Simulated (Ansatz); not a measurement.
## Molecular dynamics of SiNH7O2 (part 3 of 3)

The same run, continued: SiNH7O2; RKS PBE0-D4/def2-SVP (Ansatz 0.2.0). 

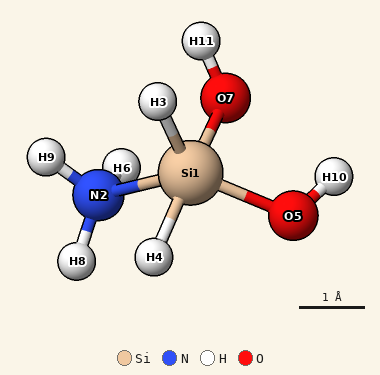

**Figure 1.** The geometry at step 49 of the log (ball-and-stick view, seen at a tilt; atoms are numbered from 1 in the order of the input).

### Trajectory as extended XYZ, continued
```
11
Properties=species:S:1:pos:R:3:forces:R:3 step=37 time_fs=18.5 energy=-13560.66293 temperature=730.1
Si   -0.5013    0.5194   -0.1497    1.7081   1.1492  -0.7222
N    -0.3459   -1.3351    0.3659   -1.8279  -0.7070   1.4343
H    -0.8002    0.5760   -1.6609    0.0036  -0.0244   0.5374
H    -1.8463    0.4912    0.4521   -0.8311   0.0378   0.0628
O    -0.0296    1.8039    0.8475   -0.7522  -0.1374  -0.0890
H     0.6281   -1.2881    0.5561    1.8397  -0.4830  -0.3521
O     1.3245    0.2048   -0.4010   -0.8471   0.4044   0.3864
H    -0.8086   -1.5583    1.2497   -0.2917   0.1703   0.0058
H    -0.6465   -2.0576   -0.2729    0.3340  -0.2543  -0.5615
H     0.8810    2.0237    0.6500    0.4502  -0.0549  -0.0786
H     1.4834   -0.0753   -1.2964    0.2145  -0.1006  -0.6231
11
Properties=species:S:1:pos:R:3:forces:R:3 step=38 time_fs=19.0 energy=-13560.69925 temperature=761.4
Si   -0.4995    0.5198   -0.1508    1.9134   1.1352  -0.7650
N    -0.3470   -1.3416    0.3709   -1.1493  -0.8626   0.3640
H    -0.7955    0.5759   -1.6703   -0.0105  -0.0273   0.6393
H    -1.8359    0.4866    0.4552   -0.9382   0.0388   0.0912
O    -0.0278    1.8069    0.8475   -0.8457  -0.1651  -0.0945
H     0.6381   -1.3164    0.5599    1.2663  -0.4243  -0.3387
O     1.3200    0.2085   -0.4012   -0.7940   0.3284   0.2825
H    -0.8260   -1.5620    1.2270   -0.5580  -0.0049   0.6789
H    -0.6466   -2.0621   -0.2887    0.4455   0.1142  -0.2179
H     0.8820    2.0322    0.6565    0.4766  -0.0615  -0.1046
H     1.4812   -0.0728   -1.2975    0.1939  -0.0710  -0.5352
11
Properties=species:S:1:pos:R:3:forces:R:3 step=40 time_fs=20.0 energy=-13560.71487 temperature=776.4
Si   -0.4954    0.5210   -0.1531    2.1750   1.0886  -0.7431
N    -0.3496   -1.3549    0.3808    0.4931  -1.1266  -1.4296
H    -0.7861    0.5756   -1.6843   -0.0470  -0.0276   0.7731
H    -1.8219    0.4778    0.4620   -1.0262   0.0414   0.1032
O    -0.0245    1.8130    0.8475   -0.8352  -0.1660  -0.1376
H     0.6658   -1.3757    0.5649   -0.1509  -0.2375  -0.3161
O     1.3108    0.2160   -0.4015   -0.6189   0.1133  -0.1172
H    -0.8656   -1.5698    1.1881   -1.0232  -0.3230   1.7402
H    -0.6432   -2.0694   -0.3211    0.5858   0.7123   0.4122
H     0.8873    2.0489    0.6688    0.3344  -0.1234  -0.1169
H     1.4781   -0.0683   -1.3033    0.1130   0.0484  -0.1683
11
Properties=species:S:1:pos:R:3:forces:R:3 step=42 time_fs=21.0 energy=-13560.70322 temperature=768.1
Si   -0.4906    0.5226   -0.1557    2.2196   1.0314  -0.5706
N    -0.3520   -1.3691    0.3897    1.5181  -1.3767  -2.0628
H    -0.7772    0.5751   -1.6910   -0.0934  -0.0218   0.8112
H    -1.8177    0.4693    0.4697   -0.9309   0.0472   0.0460
O    -0.0217    1.8190    0.8473   -0.6451  -0.1130  -0.2013
H     0.6921   -1.4374    0.5670   -1.3452   0.0121  -0.2183
O     1.3013    0.2235   -0.4018   -0.3995  -0.1180  -0.5776
H    -0.9146   -1.5806    1.1653   -0.9338  -0.4173   1.8034
H    -0.6344   -2.0701   -0.3498    0.5777   1.0032   0.8115
H     0.8957    2.0643    0.6799    0.0177  -0.2322  -0.0983
H     1.4760   -0.0633   -1.3106    0.0147   0.1849   0.2567
11
Properties=species:S:1:pos:R:3:forces:R:3 step=43 time_fs=21.5 energy=-13560.70681 temperature=771.4
Si   -0.4879    0.5235   -0.1571    2.1677   1.0031  -0.4311
N    -0.3528   -1.3765    0.3937    1.6053  -1.4866  -1.8932
H    -0.7730    0.5747   -1.6915   -0.1198  -0.0172   0.7945
H    -1.8190    0.4652    0.4738   -0.8223   0.0516  -0.0060
O    -0.0204    1.8219    0.8472   -0.5359  -0.0810  -0.2307
H     0.7011   -1.4683    0.5672   -1.7443   0.1353  -0.1356
O     1.2964    0.2273   -0.4021   -0.2916  -0.2149  -0.7600
H    -0.9426   -1.5874    1.1604   -0.5995  -0.3624   1.4336
H    -0.6279   -2.0670   -0.3614    0.5186   1.0247   0.8961
H     0.9002    2.0712    0.6851   -0.1517  -0.2895  -0.0879
H     1.4751   -0.0602   -1.3136   -0.0267   0.2368   0.4205
11
Properties=species:S:1:pos:R:3:forces:R:3 step=45 time_fs=22.5 energy=-13560.72518 temperature=787.5
Si   -0.4820    0.5256   -0.1600    1.9533   0.9535  -0.0628
N    -0.3536   -1.3922    0.4007    1.1116  -1.5511  -1.0051
H    -0.7656    0.5738   -1.6867   -0.1782  -0.0059   0.6913
H    -1.8271    0.4575    0.4818   -0.5224   0.0619  -0.1391
O    -0.0182    1.8278    0.8469   -0.3924  -0.0382  -0.2703
H     0.7060   -1.5290    0.5669   -2.0985   0.3343   0.0827
O     1.2865    0.2348   -0.4031   -0.1057  -0.3414  -0.9405
H    -1.0019   -1.6035    1.1598    0.4068  -0.1560   0.3483
H    -0.6113   -2.0535   -0.3782    0.3037   0.8419   0.8137
H     0.9077    2.0829    0.6950   -0.4058  -0.3782  -0.0808
H     1.4730   -0.0522   -1.3163   -0.0724   0.2791   0.5625
11
Properties=species:S:1:pos:R:3:forces:R:3 step=46 time_fs=23.0 energy=-13560.73150 temperature=793.3
Si   -0.4788    0.5267   -0.1614    1.8086   0.9339   0.1566
N    -0.3536   -1.4004    0.4039    0.6771  -1.4594  -0.4786
H    -0.7625    0.5734   -1.6818   -0.2097   0.0005   0.6063
H    -1.8333    0.4538    0.4854   -0.3501   0.0669  -0.2113
O    -0.0171    1.8307    0.8467   -0.3858  -0.0365  -0.2780
H     0.7010   -1.5582    0.5668   -2.0546   0.3977   0.2133
O     1.2815    0.2384   -0.4037   -0.0328  -0.3671  -0.9237
H    -1.0307   -1.6123    1.1614    0.9255  -0.0549  -0.1709
H    -0.6018   -2.0436   -0.3836    0.1551   0.6540   0.6463
H     0.9101    2.0875    0.6996   -0.4615  -0.4001  -0.0870
H     1.4717   -0.0473   -1.3157   -0.0719   0.2650   0.5269
11
Properties=species:S:1:pos:R:3:forces:R:3 step=48 time_fs=24.0 energy=-13560.73027 temperature=793.1
Si   -0.4719    0.5293   -0.1643    1.4839   0.9072   0.6388
N    -0.3536   -1.4176    0.4102   -0.3379  -1.0059   0.4511
H    -0.7579    0.5725   -1.6679   -0.2751   0.0136   0.3764
H    -1.8477    0.4470    0.4909   -0.0044   0.0743  -0.3462
O    -0.0152    1.8366    0.8461   -0.5291  -0.0814  -0.2700
H     0.6767   -1.6138    0.5687   -1.5252   0.4244   0.5103
O     1.2715    0.2455   -0.4055    0.0745  -0.3517  -0.6891
H    -1.0807   -1.6300    1.1624    1.7296   0.0781  -0.9086
H    -0.5820   -2.0196   -0.3903   -0.1924   0.1575   0.0985
H     0.9117    2.0937    0.7082   -0.4008  -0.3883  -0.1185
H     1.4687   -0.0355   -1.3109   -0.0231   0.1722   0.2573
11
Properties=species:S:1:pos:R:3:forces:R:3 step=49 time_fs=24.5 energy=-13560.72285 temperature=787.1
Si   -0.4682    0.5307   -0.1656    1.3148   0.9004   0.8899
N    -0.3535   -1.4264    0.4134   -0.8911  -0.6744   0.7882
H    -0.7565    0.5721   -1.6594   -0.3079   0.0202   0.2365
H    -1.8551    0.4438    0.4925    0.1557   0.0760  -0.4026
O    -0.0144    1.8395    0.8457   -0.6716  -0.1257  -0.2565
H     0.6587   -1.6401    0.5712   -1.0459   0.3762   0.6737
O     1.2666    0.2490   -0.4065    0.1156  -0.3203  -0.4976
H    -1.0999   -1.6387    1.1600    1.9698   0.1050  -1.1053
H    -0.5726   -2.0068   -0.3930   -0.3692  -0.1036  -0.2352
H     0.9109    2.0954    0.7120   -0.2906  -0.3562  -0.1414
H     1.4670   -0.0290   -1.3074    0.0205   0.1025   0.0504
11
Properties=species:S:1:pos:R:3:forces:R:3 step=51 time_fs=25.5 energy=-13560.70059 temperature=769.2
Si   -0.4606    0.5338   -0.1680    0.9768   0.8982   1.3794
N    -0.3541   -1.4445    0.4203   -2.0089   0.0524   1.0284
H    -0.7561    0.5715   -1.6411   -0.3694   0.0329  -0.0722
H    -1.8685    0.4380    0.4926    0.4288   0.0745  -0.4838
O    -0.0130    1.8453    0.8449   -1.0360  -0.2373  -0.2193
H     0.6166   -1.6902    0.5816    0.2238   0.1439   1.0057
O     1.2567    0.2559   -0.4088    0.2054  -0.2508  -0.0874
H    -1.1239   -1.6552    1.1470    2.0811   0.0836  -1.1655
H    -0.5569   -1.9823   -0.4007   -0.6495  -0.4952  -0.8076
H     0.9077    2.0963    0.7188    0.0284  -0.2578  -0.1909
H     1.4640   -0.0153   -1.3005    0.1196  -0.0444  -0.3869
11
Properties=species:S:1:pos:R:3:forces:R:3 step=52 time_fs=26.0 energy=-13560.69319 temperature=763.5
Si   -0.4566    0.5354   -0.1691    0.8083   0.9017   1.6026
N    -0.3548   -1.4535    0.4240   -2.4585   0.3765   0.8547
H    -0.7571    0.5712   -1.6320   -0.3954   0.0387  -0.2289
H    -1.8738    0.4354    0.4910    0.5369   0.0713  -0.5066
O    -0.0126    1.8481    0.8445   -1.2170  -0.2913  -0.2001
H     0.5955   -1.7146    0.5902    0.8847  -0.0218   1.1502
O     1.2518    0.2592   -0.4100    0.2717  -0.2322   0.0683
H    -1.1284   -1.6631    1.1363    1.9343   0.0350  -1.0303
H    -0.5511   -1.9717   -0.4072   -0.7210  -0.5723  -0.9433
H     0.9060    2.0958    0.7214    0.1966  -0.2035  -0.2121
H     1.4628   -0.0085   -1.2982    0.1594  -0.1021  -0.5546
11
Properties=species:S:1:pos:R:3:forces:R:3 step=54 time_fs=27.0 energy=-13560.70822 temperature=777.0
Si   -0.4485    0.5389   -0.1708    0.4662   0.9135   1.9641
N    -0.3576   -1.4714    0.4318   -2.5927   0.7915  -0.1408
H    -0.7622    0.5711   -1.6159   -0.4292   0.0489  -0.5090
H    -1.8803    0.4307    0.4841    0.6899   0.0604  -0.5151
O    -0.0122    1.8536    0.8435   -1.4570  -0.3599  -0.1715
H     0.5610   -1.7639    0.6159    1.7400  -0.3069   1.2893
O     1.2421    0.2659   -0.4123    0.4867  -0.2668   0.1464
H    -1.1242   -1.6790    1.1082    1.1730  -0.1503  -0.4106
H    -0.5449   -1.9544   -0.4269   -0.6899  -0.4659  -0.7636
H     0.9044    2.0934    0.7253    0.4309  -0.1184  -0.2338
H     1.4617    0.0042   -1.2979    0.1820  -0.1461  -0.6554
11
Properties=species:S:1:pos:R:3:forces:R:3 step=55 time_fs=27.5 energy=-13560.72837 temperature=794.0
Si   -0.4444    0.5408   -0.1714    0.2894   0.9198   2.0857
N    -0.3597   -1.4801    0.4357   -2.0762   0.8535  -0.8876
H    -0.7662    0.5712   -1.6094   -0.4331   0.0530  -0.6162
H    -1.8812    0.4285    0.4788    0.7337   0.0530  -0.5008
O    -0.0124    1.8563    0.8429   -1.4778  -0.3639  -0.1652
H     0.5497   -1.7896    0.6334    1.7555  -0.3475   1.2371
O     1.2373    0.2691   -0.4134    0.6421  -0.3242   0.0501
H    -1.1174   -1.6873    1.0922    0.5494  -0.2922   0.0701
H    -0.5443   -1.9476   -0.4396   -0.5988  -0.3258  -0.4721
H     0.9050    2.0918    0.7264    0.4585  -0.0975  -0.2305
H     1.4618    0.0101   -1.3000    0.1574  -0.1282  -0.5706
11
Properties=species:S:1:pos:R:3:forces:R:3 step=57 time_fs=28.5 energy=-13560.74748 temperature=810.4
Si   -0.4361    0.5448   -0.1720   -0.0793   0.9291   2.1790
N    -0.3648   -1.4972    0.4429   -0.0072   0.7338  -2.4415
H    -0.7774    0.5718   -1.6012   -0.4052   0.0595  -0.7318
H    -1.8777    0.4246    0.4647    0.7542   0.0345  -0.4366
O    -0.0133    1.8615    0.8418   -1.2964  -0.3085  -0.1685
H     0.5388   -1.8432    0.6768    0.9799  -0.1387   0.8511
O     1.2282    0.2755   -0.4157    1.0301  -0.4948  -0.3432
H    -1.1016   -1.7065    1.0620   -0.9939  -0.6431   1.1999
H    -0.5472   -1.9359   -0.4677   -0.3390  -0.0328   0.2882
H     0.9094    2.0877    0.7269    0.3080  -0.1019  -0.1948
H     1.4631    0.0210   -1.3081    0.0489  -0.0371  -0.2017
11
Properties=species:S:1:pos:R:3:forces:R:3 step=58 time_fs=29.0 energy=-13560.73474 temperature=800.4
Si   -0.4320    0.5469   -0.1720   -0.2695   0.9315   2.1452
N    -0.3674   -1.5055    0.4459    1.1644   0.5908  -2.9979
H    -0.7844    0.5723   -1.5997   -0.3711   0.0619  -0.7334
H    -1.8732    0.4228    0.4560    0.7307   0.0235  -0.3875
O    -0.0141    1.8640    0.8411   -1.1177  -0.2574  -0.1753
H     0.5375   -1.8707    0.7019    0.3782   0.0717   0.5514
O     1.2238    0.2785   -0.4169    1.2439  -0.5899  -0.5807
H    -1.0963   -1.7181    1.0505   -1.6907  -0.7999   1.6688
H    -0.5500   -1.9303   -0.4812   -0.2014   0.0695   0.6527
H     0.9128    2.0854    0.7265    0.1531  -0.1195  -0.1657
H     1.4639    0.0262   -1.3131   -0.0199   0.0179   0.0225
11
Properties=species:S:1:pos:R:3:forces:R:3 step=60 time_fs=30.0 energy=-13560.70675 temperature=778.0
Si   -0.4238    0.5513   -0.1716   -0.6487   0.9337   1.9260
N    -0.3720   -1.5219    0.4504    2.5816   0.1639  -3.0729
H    -0.8011    0.5738   -1.6018   -0.2617   0.0657  -0.6289
H    -1.8590    0.4193    0.4360    0.6162  -0.0026  -0.2581
O    -0.0162    1.8690    0.8398   -0.6965  -0.1420  -0.1885
H     0.5362   -1.9246    0.7552   -0.7347   0.5245  -0.1136
O     1.2157    0.2844   -0.4195    1.6560  -0.7554  -0.9835
H    -1.0988   -1.7474    1.0401   -2.2018  -0.8657   1.8575
H    -0.5567   -1.9185   -0.5028    0.0370   0.1290   1.1640
H     0.9204    2.0797    0.7245   -0.2052  -0.1545  -0.0982
H     1.4653    0.0370   -1.3224   -0.1423   0.1033   0.3963
```

The run was set up as follows.

### The input
```yaml
crystal:
  periodic: [false, false, false]
  atoms:
    - {symbol: Si, position_ang: [-0.597179, 0.540948, -0.148220]}
    - {symbol: N, position_ang: [-0.291592, -1.221492, 0.393296]}
    - {symbol: H, position_ang: [-0.658459, 0.603010, -1.634224]}
    - {symbol: H, position_ang: [-2.049337, 0.632378, 0.224822]}
    - {symbol: O, position_ang: [-0.055545, 1.723067, 0.855623]}
    - {symbol: H, position_ang: [0.818238, -0.958737, 0.020865]}
    - {symbol: O, position_ang: [1.431986, 0.101348, -0.412691]}
    - {symbol: H, position_ang: [-0.435906, -1.392915, 1.381137]}
    - {symbol: H, position_ang: [-0.793464, -1.920538, -0.140447]}
    - {symbol: H, position_ang: [0.901632, 1.800349, 0.783976]}
    - {symbol: H, position_ang: [1.729626, 0.092583, -1.324139]}
basis:
  gaussian: {orbitals: def2-SVP}
hamiltonian: {xc: pbe0, dispersion: d4}
md: {n_steps: 60, timestep: 0.5, temperature: 700, ensemble: nvt_nose_hoover, seed: 794, initial_velocities: maxwell_boltzmann}
```

Launched with:
```bash
ansatz run in.yaml --threads 4 --pin off --events-out ev --progress --plain --max-ram 9574MiB
```

### Results in brief

| quantity | value |
| --- | --- |
| outcome | finished |
| mean temperature over the second half | 739 K |
| trajectory | 60 steps, 30 fs |
| ensemble | nvt_nose_hoover |
| temperature in the input | 700 K |
| time step | 0.5 fs |
| potential energy (last step) | −13560.7068 eV |
| mean-field energy (last step) | −13560.5535 eV |
| dispersion energy (last step) | −0.1532 eV |
| SCF solution under orbital rotations (last step) | stable |
| largest force (length of the vector) (last step) | 4.017 eV/Å |
| dipole moment (last step) | 5.66 D |
| hardware | 4 threads of Arm Neoverse N1, 23 GiB of memory available, shared host |
| wall time | 99 s (CPU time 6.1 min) |
| peak memory | 0.46 GiB |

### Notes

So short a trajectory is not equilibrated.
